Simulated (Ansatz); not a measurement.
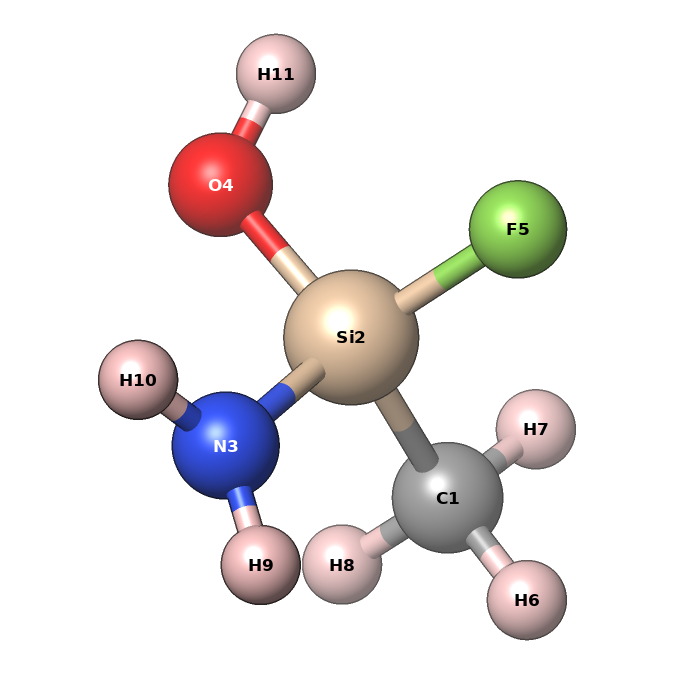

Distant atoms are faded towards the background colour. The computed structure is the end point of a PBE0-D4/def2-TZVP optimisation.

Question: Find the stereocentres and stereogenic double bonds.

Answer: Centres: Si2.

Question: Give the R/S and E/Z labels.

Answer: Si2: S (priorities F5 > O4 > N3 > C1).
